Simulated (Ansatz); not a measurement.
**In$_{10}$P$_{10}$ (charge +1, doublet): density, localisation and related maps**

Input

```
crystal:
  periodic: [false, false, false]
  atoms:
    - {symbol: P, position_ang: [-2.818188, -2.822851, 0.354613]}
    - {symbol: P, position_ang: [-4.305006, 1.467085, -1.314578]}
    - {symbol: P, position_ang: [-1.573625, 1.254513, 2.558645]}
    - {symbol: P, position_ang: [-1.060513, 3.661151, -1.301405]}
    - {symbol: P, position_ang: [1.351194, -3.969369, -1.815105]}
    - {symbol: P, position_ang: [0.937843, -1.767043, 2.343597]}
    - {symbol: P, position_ang: [4.109411, -1.335916, -0.861515]}
    - {symbol: P, position_ang: [-0.130998, -0.239119, -1.451950]}
    - {symbol: P, position_ang: [0.557123, 1.847729, 2.324219]}
    - {symbol: P, position_ang: [1.931360, 0.160461, 2.722408]}
    - {symbol: In, position_ang: [-3.857999, -0.830737, -0.654950]}
    - {symbol: In, position_ang: [-0.816812, -2.923993, -1.260250]}
    - {symbol: In, position_ang: [-1.135597, -0.873604, 1.155851]}
    - {symbol: In, position_ang: [-1.862161, 1.448272, -2.404556]}
    - {symbol: In, position_ang: [-2.511823, 2.427602, 0.443428]}
    - {symbol: In, position_ang: [0.811235, 2.099067, -0.441233]}
    - {symbol: In, position_ang: [2.131085, -1.483476, -2.667117]}
    - {symbol: In, position_ang: [2.257874, -2.651119, 0.283397]}
    - {symbol: In, position_ang: [3.345081, 0.743192, 0.365915]}
    - {symbol: In, position_ang: [2.640536, 3.788157, 1.620587]}
basis:
  gaussian: {orbitals: def2-SVP, fitting: {mean_field: def2-universal-jkfit}, initial_orbitals: start.molden}
total_charge: 1
magnetization: {spin_polarized: true, initial_magnetization: 1}
hamiltonian: {xc: pbe0, dispersion: d4}
scf: {omitted_lower_state_checks: [starts]}
output: {orbitals: {seedname: orbitals}}
```

Command:

```sh
ansatz run in.yaml --threads 2 --pin off --events-out ev --progress --plain --max-ram 31744MiB --backend cuda --devices 0, --max-vram 18GiB
```

Geometry: PBE-D4/def2-SVP; core potentials replace the inner electrons of In.

These are results of Ansatz, UKS PBE0-D4/def2-SVP, not measurements.

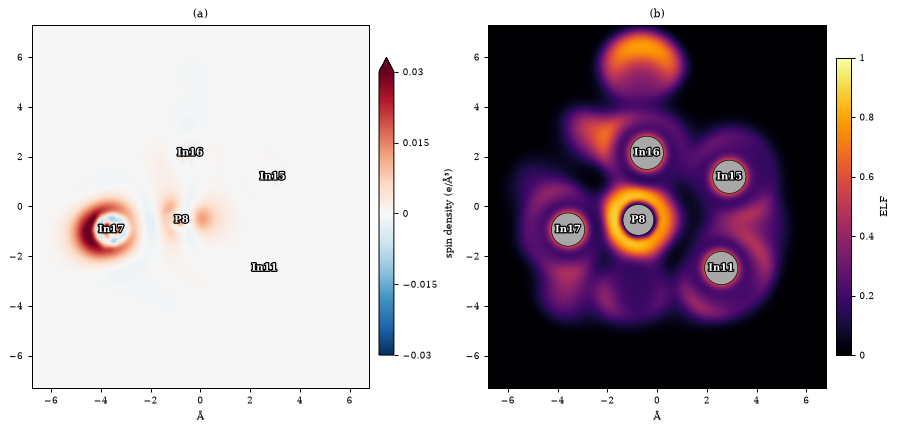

Figure 1. (a) spin density (α minus β); (b) ELF on the plane of atoms In16, P8 and In17. Grey discs cover the atomic cores in the ELF map.

Read the bonding off the picture.

The section cuts through P and In sites.
The unpaired spin (1 electron) lies mostly on In17 (about 0.5), P5 (about 0.1), P7 (about 0.1) and In18 (about 0.1), in electrons by Hirshfeld's partition.

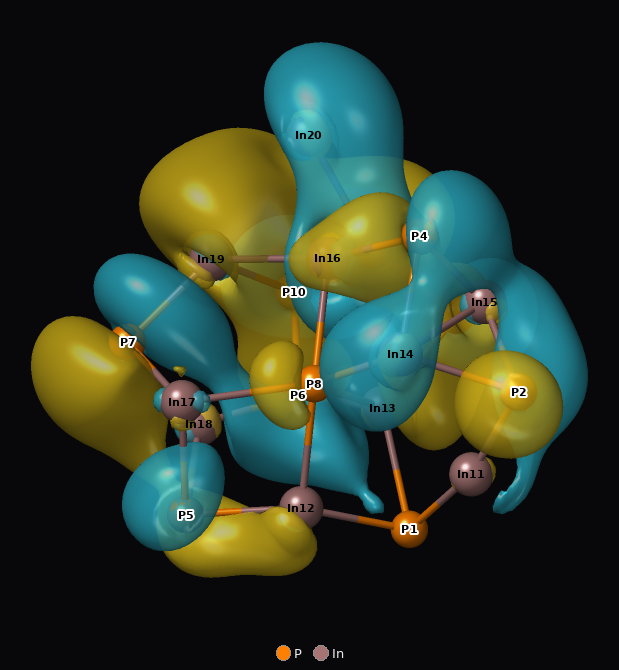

Figure 2. One frontier orbital at ±0.03 Å⁻³ᐟ² (yellow and cyan are the two phases), seen at a tilt.

Which orbital is it: HOMO (β) or LUMO (β)?

The HOMO (β), at −8.24 eV. It lies mainly on P9 (about 15 %), In19 (about 15 %), P7 (about 15 %), P10 (about 10 %) and In20 (about 10 %).

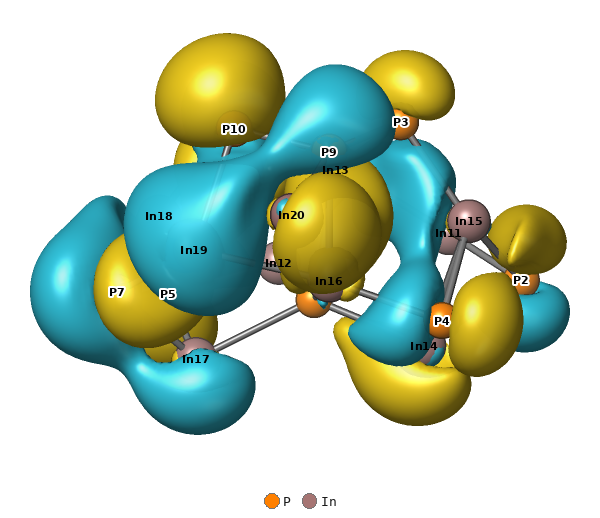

Figure 3. The HOMO−1 (α) at ±0.04 Å⁻³ᐟ² (yellow and cyan are the two phases), seen from one side.

What is the character of this orbital?

It lies mainly on P10 (about 15 %), P9 (about 15 %), In19 (about 15 %), P7 (about 10 %) and In20 (about 5 %). Its energy is −8.29 eV.
